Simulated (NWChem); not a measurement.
# One shape, several levels: doublet [C2H2]+

Aim: a comparison of 4 runs (UM06-2X/def2-TZVPPD, U-wB97X/def2-TZVPPD, UB2PLYP/def2-TZVPPD, UCAM-B3LYP/def2-TZVPPD) of doublet [C2H2]+. 

The calculation is run with NWChem 7.3.0.

## Step 1: Starting point

The species is [C2H2]+ (4 atoms), meant as a doublet with charge +1. As SMILES of the parent species, `C#C`. Geometry: relaxed at PBE0-D4/def2-TZVP. That shape belongs to the parent species and isn't relaxed for this state.

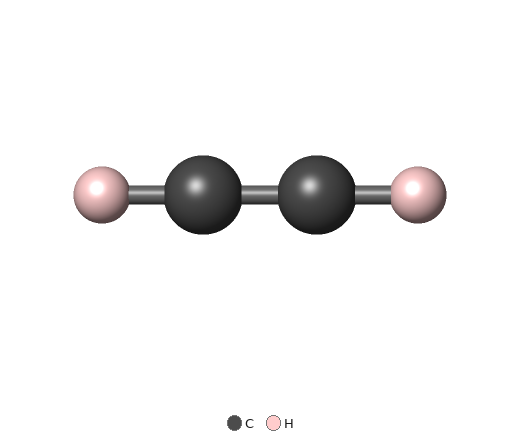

The structure, seen from a chosen angle (carbon dark grey, hydrogen pink).

## Step 2: The energy at UM06-2X/def2-TZVPPD (run 1)

File run.nw:

```
start run
memory stack 880 mb heap 220 mb global 1100 mb
charge 1
geometry units angstroms noautosym nocenter noautoz
   C     0.155500   -0.542100    0.200400
   C    -0.155500    0.542100   -0.200400
   H     0.432200   -1.506500    0.556900
   H    -0.432200    1.506500   -0.556900
end
basis spherical bse
   * library def2-TZVPPD
end
dft
   xc m06-2x
   mult 2
   grid fine
   convergence energy 1e-08
   iterations 100
   mulliken
   print low
end
task dft
```

Run with:

```console
$ nwchem run.nw > run.out
```

The program printed:

```text
[...]
 WARNING : Found     2 linear dependencies
 S eigenvalue threshold:     1.00000E-05
[...]
 d= 0,ls=0.0,diis     1    -76.8556294718 -1.02D+02  3.06D-03  1.40D-01     2.8
[...]
 d= 0,ls=0.0,diis     8    -76.9080358141 -6.26D-09  2.62D-07  8.68D-10    17.3
[...]
         Total DFT energy =      -76.908035814148
      One electron energy =     -147.035644472155
           Coulomb energy =       56.468897282928
    Exchange-Corr. energy =      -11.186695235889
 Nuclear repulsion energy =       24.845406610968
[...]
      Total Density - Mulliken Population Analysis
     ---------------------------------------------
    Atom       Charge   Shell Charges
 -----------   ------   -------------------------------------------------------
    1 C    6     5.78   0.86  1.11  0.62  0.46  0.07 -0.00  1.22  1.17  0.23  0.01  0.03 -0.00  0.01
    2 C    6     5.78   0.86  1.11  0.62  0.46  0.07 -0.00  1.22  1.17  0.23  0.01  0.03 -0.00  0.01
    3 H    1     0.72   0.25  0.39  0.05  0.01  0.03 -0.01  0.00
    4 H    1     0.72   0.25  0.39  0.05  0.01  0.03 -0.01  0.00
[...]
      <S2> =      0.7522 (Exact =     0.7500)
[...]
```

Wall time 18 s (1 thread of Intel Xeon Platinum 8488C (Sapphire Rapids), shared host); peak memory 0.12 GiB.

## Step 3: A single-point energy at U-wB97X/def2-TZVPPD (run 2)

File c2h2.nw:

```
start c2h2
title "C2H2 energy"
memory 2200 mb
charge 1

geometry units angstroms noautosym nocenter noautoz
  C      0.155500    -0.542100     0.200400
  C     -0.155500     0.542100    -0.200400
  H      0.432200    -1.506500     0.556900
  H     -0.432200     1.506500    -0.556900
end

basis "ao basis" spherical bse
  * library def2-TZVPPD
end

dft
  xc wb97x
  mult 2
  grid fine
  convergence energy 1e-08
  iterations 100
  mulliken
end

task dft
```

Run with:

```console
$ nwchem c2h2.nw > c2h2.out
```

The program printed:

```text
[...]
          Wavefunction type:  spin polarized.
          No. of atoms     :     4
          No. of electrons :    13
[...]
          Charge           :     1
          Spin multiplicity:     2
[...]
          AO basis - number of functions:   108
[...]
              XC Information
              --------------
                       wb97x  Method XC Functional
                     Hartree-Fock (Exact) Exchange  1.000
                         wb97x Exchange Functional  1.000
                      wb97x Correlation Functional  1.000
[...]
 WARNING : Found     2 linear dependencies
 S eigenvalue threshold:     1.00000E-05
[...]
 d= 0,ls=0.0,diis     1    -76.8666870844 -1.02D+02  4.07D-03  1.50D-01     8.9
[...]
 d= 0,ls=0.0,diis     8    -76.9200399350 -1.45D-09  1.40D-07  5.63D-10    55.0
[...]
         Total DFT energy =      -76.920039934967
      One electron energy =     -147.072234297688
           Coulomb energy =       56.512036567007
    Exchange-Corr. energy =      -11.205248815254
 Nuclear repulsion energy =       24.845406610968
[...]
      Total Density - Mulliken Population Analysis
     ---------------------------------------------
    Atom       Charge   Shell Charges
 -----------   ------   -------------------------------------------------------
    1 C    6     5.81   0.86  1.11  0.60  0.49  0.08 -0.00  1.23  1.13  0.26  0.01  0.03  0.00  0.01
    2 C    6     5.81   0.86  1.11  0.60  0.49  0.08 -0.00  1.23  1.13  0.26  0.01  0.03  0.00  0.01
    3 H    1     0.69   0.25  0.41  0.01  0.01  0.03 -0.01  0.00
    4 H    1     0.69   0.25  0.41  0.01  0.01  0.03 -0.01  0.00
[...]
      <S2> =      0.7521 (Exact =     0.7500)
[...]
```

Wall time 56 s (1 thread of Intel Xeon Platinum 8488C (Sapphire Rapids), shared host); peak memory 0.11 GiB.

## Step 4: A single-point energy at UB2PLYP/def2-TZVPPD (run 3)

File mol.nw:

```
start mol
title "C2H2 energy"
memory 2200 mb
charge 1

geometry noautosym nocenter noautoz
C        0.155500      -0.542100       0.200400
C       -0.155500       0.542100      -0.200400
H        0.432200      -1.506500       0.556900
H       -0.432200       1.506500      -0.556900
end

basis spherical bse
* library def2-TZVPPD
end

dft
xc hfexch 0.53 becke88 0.47 lyp 0.73 mp2 0.27
dftmp2 semidirect
mult 2
grid fine
convergence energy 1e-08
maxiter 100
mulliken
end

mp2
freeze core 2
end

task dft energy
```

Run with:

```console
$ nwchem mol.nw > mol.out
```

The program printed:

```text
[...]
          Wavefunction type:  spin polarized.
          No. of atoms     :     4
          No. of electrons :    13
[...]
          Charge           :     1
          Spin multiplicity:     2
[...]
          AO basis - number of functions:   108
[...]
              XC Information
              --------------
                     Hartree-Fock (Exact) Exchange  0.530
                    Becke 1988 Exchange Functional  0.470
              Lee-Yang-Parr Correlation Functional  0.730
[...]
 WARNING : Found     2 linear dependencies
 S eigenvalue threshold:     1.00000E-05
[...]
 d= 0,ls=0.0,diis     1    -76.7387897536 -1.02D+02  3.40D-03  1.48D-01     2.6
[...]
 d= 0,ls=0.0,diis     8    -76.7941312082 -5.93D-09  2.38D-07  9.99D-10    14.7
[...]
         Total DFT energy =      -76.794131208210
      One electron energy =     -147.012346059094
           Coulomb energy =       56.446323039129
    Exchange-Corr. energy =      -11.073514799213
 Nuclear repulsion energy =       24.845406610968
[...]
      Total Density - Mulliken Population Analysis
     ---------------------------------------------
    Atom       Charge   Shell Charges
 -----------   ------   -------------------------------------------------------
    1 C    6     5.75   0.86  1.11  0.60  0.49  0.04 -0.01  1.21  1.14  0.25  0.02  0.04 -0.00  0.01
    2 C    6     5.75   0.86  1.11  0.60  0.49  0.04 -0.01  1.21  1.14  0.25  0.02  0.04 -0.00  0.01
    3 H    1     0.75   0.25  0.40  0.08  0.01  0.03 -0.02  0.00
    4 H    1     0.75   0.25  0.40  0.08  0.01  0.03 -0.02  0.00
[...]
      <S2> =      0.7527 (Exact =     0.7500)
[...]
  Basis functions       =    108
[...]
```

Run time: 20 s. Hardware: 1 thread of Intel Xeon Platinum 8488C (Sapphire Rapids), shared host; peak memory 0.22 GiB.

## Step 5: The energy at UCAM-B3LYP/def2-TZVPPD (run 4)

File run.py:

```python
from ase import Atoms
from ase.calculators.nwchem import NWChem

system = Atoms(['C', 'C', 'H', 'H'], positions=[
    [0.155500, -0.542100, 0.200400],
    [-0.155500, 0.542100, -0.200400],
    [0.432200, -1.506500, 0.556900],
    [-0.432200, 1.506500, -0.556900],
])

calc = NWChem(
    label='mol',
    theory='dft',
    memory='2200 mb',
    basis='def2-TZVPPD',
    basispar='spherical bse',
    charge=1,
    dft={'xc': 'xcamb88 1.00 lyp 0.81 vwn_5 0.19 hfexch 1.00', 'cam': '0.33 cam_alpha 0.19 cam_beta 0.46', 'mult': '2', 'grid': 'fine', 'convergence': 'energy 1e-08', 'direct': None, 'iterations': '100', 'mulliken': None},
    task='energy',
)
system.calc = calc

print("Total energy (eV):", round(system.get_potential_energy(), 6))
```

Run with:

```console
$ export ASE_NWCHEM_COMMAND="nwchem PREFIX.nwi > PREFIX.nwo"
$ python run.py
```

The program printed:

```text
Total energy (eV): -2092.487086
```

The calculator wrote mol.nwi:

```
title "mol"

permanent_dir mol

scratch_dir mol

start mol

geometry units angstrom nocenter noautosym noautoz
  C  1.5550000000000000e-01 -5.4210000000000003e-01 2.0039999999999999e-01
  C  -1.5550000000000000e-01 5.4210000000000003e-01 -2.0039999999999999e-01
  H  4.3219999999999997e-01 -1.5065000000000000e+00 5.5689999999999995e-01
  H  -4.3219999999999997e-01 1.5065000000000000e+00 -5.5689999999999995e-01
end

charge 1

memory 2200 mb

basis spherical bse noprint
   * library def2-TZVPPD
end

dft
  xc xcamb88 1.00 lyp 0.81 vwn_5 0.19 hfexch 1.00
  cam 0.33 cam_alpha 0.19 cam_beta 0.46
  mult 2
  grid fine
  convergence energy 1e-08
  direct
  iterations 100
  mulliken
end

task dft energy
```

mol.nwo:

```text
Northwest Computational Chemistry Package (NWChem) 7.3.0
             --------------------------------------------------------

           Job information
           ---------------

    nwchem branch   = 7.3.0
    use scalapack   = T
    input           = mol.nwi
    prefix          = mol.
    data base       = mol/mol.db
    status          = startup
    nproc           =        1

           Memory information
           ------------------

[... 5 lines left out ...]
    hardfail = no
[... 89 lines left out ...]
  convergence criterion.
[... 20 lines left out ...]
          Convergence on gradient requested:  5.00D-04
[... 31 lines left out ...]
          total energy or number of iterations.
[... 39 lines left out ...]
 2-e energy   =      41.459576
[... 49 lines left out ...]
           Coulomb energy =       56.511697414032
[... 755 lines left out ...]
                     DFT Final Beta Molecular Orbital Analysis
[... 855 lines left out ...]
     Multipole analysis of the density
     ---------------------------------

     L   x y z        total         alpha         beta         nuclear
     -   - - -        -----         -----         ----         -------
     0   0 0 0      1.000000     -7.000000     -6.000000     14.000000

     1   1 0 0      0.000000      0.000000      0.000000      0.000000
[... 8 lines of this table left out ...]
     2   0 0 2     -6.407411     -6.026968     -4.316460      3.936017

 Task  times  cpu:       54.2s     wall:       54.2s
 Total times  cpu:       54.2s     wall:       54.2s
```

Wall time 55 s (1 thread of Intel Xeon Platinum 8488C (Sapphire Rapids), shared host); peak memory 0.11 GiB.

## Step 6: The series

| run | level | frozen core orbitals | energy (Eh) | ⟨S²⟩ | wall time |
| --- | --- | --- | --- | --- | --- |
| 1 | UM06-2X/def2-TZVPPD | – | -76.908036 | 0.752 | 18 s |
| 2 | U-wB97X/def2-TZVPPD | – | -76.920040 | 0.752 | 56 s |
| 3 | UB2PLYP/def2-TZVPPD | 2 | -76.874592 | 0.753 | 20 s |
| 4 | UCAM-B3LYP/def2-TZVPPD | – | -76.897483 | 0.752 | 55 s |

## Step 7: What came out

| quantity | value |
| --- | --- |
| run 4: total energy | -76.89748 Eh |
| run 4: HOMO energy (highest over α and β) | -19.10 eV |
| run 4: LUMO energy (lowest over α and β) | -12.93 eV |
| run 4: ⟨S²⟩ | 0.752 |

Totals of different functionals can't be ranked against each other. All runs together took 2.5 min, the longest 56 s.
